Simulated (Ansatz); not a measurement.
# Aluminium, bcc under LDA: structure, energy and stiffness, part 2 of 2

The plan for aluminium in the bcc structure: relax it, solve it on a dense k-mesh, switch on spin-orbit coupling, then scale the cell to 7 volumes from 88 to 112 % of the relaxed one and try a fit of the equation of state. The k-meshes are 14×14×14 for the relaxation; 23×23×23 for the dense run; 14×14×14 for spin-orbit coupling; 16×16×16 for the volumes.

Ansatz 0.2.0; DFT, LDA (PW92), plane waves (420 eV) with PAW, scalar-relativistic.

**9. Volume × 1.04**

This is Al in the bcc structure; at room conditions it is fcc.

input.yaml

```yaml
crystal:
  lattice:
    - [-1.616191502, 1.616191502, 1.616191502]
    - [1.616191502, -1.616191502, 1.616191502]
    - [1.616191502, 1.616191502, -1.616191502]
  atoms:
    - { symbol: Al, position: [0.0, 0.0, 0.0] }
hamiltonian:
  xc: lda
  pseudopotentials:
    kind: paw
    azcp:
      Al: "pseudopotentials/Al.paw.azcp"
basis:
  ecutwfc: 420
  fft_grid_basis: typed
kpoints:
  mp_grid: { grid: [16, 16, 16], shift: [0, 0, 0] }
magnetization:
  spin_polarized: false
scf:
  occupations: { method: fermi_dirac, width: 0.1 }
  lower_state_search: "off"
output:
  stress: true
  write_density: true
  write_potential: true
  elf: true
  volumetric_format: npy
```

What it wrote, cut to the lines that bear on the results:

```text
Warning: <dir> the record states the generating functional pbe (its physics header spells it `PBE`), which answers neither for hamiltonian.xc's functional nor for the lda family's — results may be inconsistent (PPs are generated against a specific XC)
Warning: RAYON_NUM_THREADS=2 ignored (pool sized by the plan → 2); use --threads N
[...]
Pseudopotentials: kind: paw
Pseudopotential: Al, paw, valence charge 3, recommended cutoff 420 eV (normal), <dir>
Functional definition: SPW92
[...]
Crystal: 1 atoms, lattice volume = 16.886 Å³
Basis set: ecut = 420 eV, 321 PW (Γ)
Bands: 6, of which v1, the nominal top of the filled ones, is band 2 counted from 1 (1 counted from 0)
Symmetry: 48 space group operations
Space group: Im-3m (ITA 229), of the structure as read, at distance tolerance 2.6e-5 Å
k-points: 145 of 4096
[...]
SCF iter   1: F=—  HF=-512.776384 eV  |F-HF|=—  |Δ(HF+E_count)|=         —  Δρ=2.84e-3  dr2=1.33e-3  ethr=1.77e-3  ⟨swp⟩=4.8  Hψ=7889  notcnv=0
[...]
SCF iter   6: F=-512.775846 eV  HF=-512.775846 eV  |F-HF|=2.27e-13  |Δ(HF+E_count)|=  2.27e-13  Δρ=7.18e-9  dr2=2.56e-15  ethr=1.00e-12  ⟨swp⟩=3.3  Hψ=2972  notcnv=0
[...]
SCF converged after 6 iterations
Free energy (F): -512.775846 eV
[...]
E sigma→0 (E₀):  -512.767670 eV
Entropy (-TS):   -0.016351 eV (-16.351 meV/atom)
Fermi energy:    7.479982 eV
[...]
--- Stress (GPa, compression-positive) ---
       -2.738325       0.000000      -0.000000
       -0.000000      -2.738325      -0.000000
       -0.000000      -0.000000      -2.738325
  P = ⅓ Tr σ = -2.7383 GPa (-27.383 kbar)
--- Band table (eV; the first three rows and the last of 145) ---
  k-point 0: bands = ["-3.4348", "20.4254", "20.4254", "20.4254", "21.5951", "21.5951"]
[...]
```

Wall time 0.62 s (2 threads of Arm Neoverse V2, shared host); peak memory 0.26 GiB.

**10. Volume × 1.08**

input.yaml: that of step 9 with these lines changed.

```diff
@@ -2,5 +2,5 @@
   lattice:
-    - [-1.616191502, 1.616191502, 1.616191502]
-    - [1.616191502, -1.616191502, 1.616191502]
-    - [1.616191502, 1.616191502, -1.616191502]
+    - [-1.6366517943, 1.6366517943, 1.6366517943]
+    - [1.6366517943, -1.6366517943, 1.6366517943]
+    - [1.6366517943, 1.6366517943, -1.6366517943]
   atoms:
@@ -25,5 +25 @@
   stress: true
-  write_density: true
-  write_potential: true
-  elf: true
-  volumetric_format: npy
```

What it wrote, cut to the lines that bear on the results:

```text
Warning: <dir> the record states the generating functional pbe (its physics header spells it `PBE`), which answers neither for hamiltonian.xc's functional nor for the lda family's — results may be inconsistent (PPs are generated against a specific XC)
Warning: RAYON_NUM_THREADS=2 ignored (pool sized by the plan → 2); use --threads N
[...]
[... 3 set-up lines as earlier in the session ...]
[...]
Crystal: 1 atoms, lattice volume = 17.536 Å³
Basis set: ecut = 420 eV, 321 PW (Γ)
Bands: 6, of which v1, the nominal top of the filled ones, is band 2 counted from 1 (1 counted from 0)
[... 2 set-up lines as earlier in the session ...]
k-points: 145 of 4096
[...]
SCF iter   1: F=—  HF=-512.760857 eV  |F-HF|=—  |Δ(HF+E_count)|=         —  Δρ=2.76e-3  dr2=1.33e-3  ethr=1.77e-3  ⟨swp⟩=4.8  Hψ=7858  notcnv=0
[...]
SCF iter   6: F=-512.760327 eV  HF=-512.760327 eV  |F-HF|=1.14e-13  |Δ(HF+E_count)|=  1.02e-12  Δρ=8.99e-9  dr2=5.20e-15  ethr=1.00e-12  ⟨swp⟩=1.0  Hψ=2117  notcnv=0
[...]
SCF converged after 6 iterations
Free energy (F): -512.760327 eV
[...]
E sigma→0 (E₀):  -512.752118 eV
Entropy (-TS):   -0.016419 eV (-16.419 meV/atom)
Fermi energy:    7.093950 eV
[...]
--- Stress (GPa, compression-positive) ---
       -4.842011       0.000000       0.000000
       -0.000000      -4.842011       0.000000
       -0.000000      -0.000000      -4.842011
  P = ⅓ Tr σ = -4.8420 GPa (-48.420 kbar)
```

Wall time 0.48 s (2 threads of Arm Neoverse V2, shared host); peak memory 0.25 GiB.

**11. Volume × 1.12**

input.yaml: that of step 10 with these lines changed.

```diff
@@ -2,5 +2,5 @@
   lattice:
-    - [-1.6366517943, 1.6366517943, 1.6366517943]
-    - [1.6366517943, -1.6366517943, 1.6366517943]
-    - [1.6366517943, 1.6366517943, -1.6366517943]
+    - [-1.6566129298, 1.6566129298, 1.6566129298]
+    - [1.6566129298, -1.6566129298, 1.6566129298]
+    - [1.6566129298, 1.6566129298, -1.6566129298]
   atoms:
```

What it wrote, cut to the lines that bear on the results:

```text
Warning: <dir> the record states the generating functional pbe (its physics header spells it `PBE`), which answers neither for hamiltonian.xc's functional nor for the lda family's — results may be inconsistent (PPs are generated against a specific XC)
Warning: RAYON_NUM_THREADS=2 ignored (pool sized by the plan → 2); use --threads N
[...]
[... 3 set-up lines as earlier in the session ...]
[...]
Crystal: 1 atoms, lattice volume = 18.185 Å³
Basis set: ecut = 420 eV, 369 PW (Γ)
Bands: 6, of which v1, the nominal top of the filled ones, is band 2 counted from 1 (1 counted from 0)
[... 2 set-up lines as earlier in the session ...]
k-points: 145 of 4096
[...]
SCF iter   1: F=—  HF=-512.737654 eV  |F-HF|=—  |Δ(HF+E_count)|=         —  Δρ=2.67e-3  dr2=1.32e-3  ethr=1.77e-3  ⟨swp⟩=4.8  Hψ=7881  notcnv=0
[...]
SCF iter   6: F=-512.737136 eV  HF=-512.737136 eV  |F-HF|=1.14e-13  |Δ(HF+E_count)|=  6.82e-13  Δρ=8.62e-9  dr2=5.57e-15  ethr=1.00e-12  ⟨swp⟩=1.0  Hψ=2117  notcnv=0
[...]
SCF converged after 6 iterations
Free energy (F): -512.737136 eV
[...]
E sigma→0 (E₀):  -512.728896 eV
Entropy (-TS):   -0.016481 eV (-16.481 meV/atom)
Fermi energy:    6.732083 eV
[...]
--- Stress (GPa, compression-positive) ---
       -6.538301      -0.000000       0.000000
       -0.000000      -6.538301      -0.000000
       -0.000000      -0.000000      -6.538301
  P = ⅓ Tr σ = -6.5383 GPa (-65.383 kbar)
```

It took 0.48 s on 2 threads of Arm Neoverse V2, shared host; peak memory 0.25 GiB.

**12. The equation of state**

The cell was scaled evenly, with its shape and the fractional positions fixed.

| V (Å³/atom) | E − E₀ (meV/atom) | P from the stress (GPa) | P from the fit (GPa) |
| --- | --- | --- | --- |
| 14.289 | 64.7 | 12.18 | 12.08 |
| 14.938 | 26.2 | 7.17 | 7.10 |
| 15.587 | 5.8 | 3.14 | 3.10 |
| 16.237 | 0.0 | -0.12 | -0.13 |
| 16.886 | 6.0 | -2.74 | -2.74 |
| 17.536 | 21.6 | -4.84 | -4.85 |
| 18.185 | 44.8 | -6.54 | -6.56 |

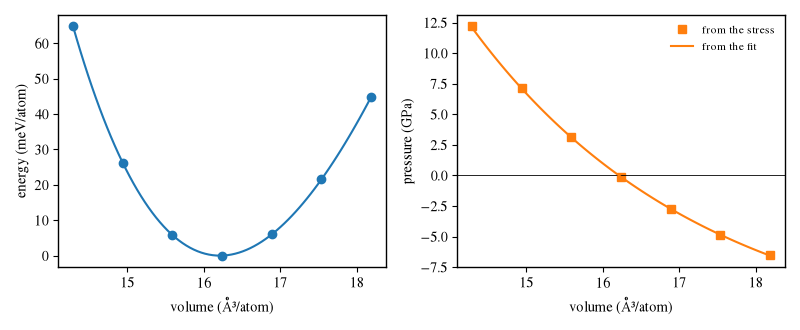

Energy and pressure against volume; the lines are the Birch-Murnaghan fit.

A third-order Birch-Murnaghan fit gives V₀ = 16.209 Å³/atom, B₀ = 73 GPa and B₀′ = 4.3; it misses no point by more than 0.02 meV/atom.

**13. Results**

This closing draws on all 2 parts.

| quantity | value |
| --- | --- |
| space group (spins left aside) | Im-3m (No. 229) |
| conventional cell | a = 3.190 Å |
| volume | 16.237 Å³/atom |
| shortest distance | 2.763 Å |
| gap on the mesh | none (levels filled in part) |
| relative to fcc | +101 meV/atom |
| V₀, B₀, B₀′ | 16.209 Å³/atom, 73 GPa, 4.3 |

**Reading.** From the guessed start the volume shrank by 2.2 % in 3 steps. Against the reference form of aluminium (fcc, computed apart with the same settings) it stands 101 meV/atom higher. No gap shows: it is a metal or semimetal at this level. The total energy of the spin-orbit run (on a coarser mesh) lies -5 meV/atom from the scalar one; mesh and treatment of the core enter this figure, so it is no spin-orbit energy. B₀ comes out at 73 GPa. Relaxation kept the symmetry; phonons were not checked.
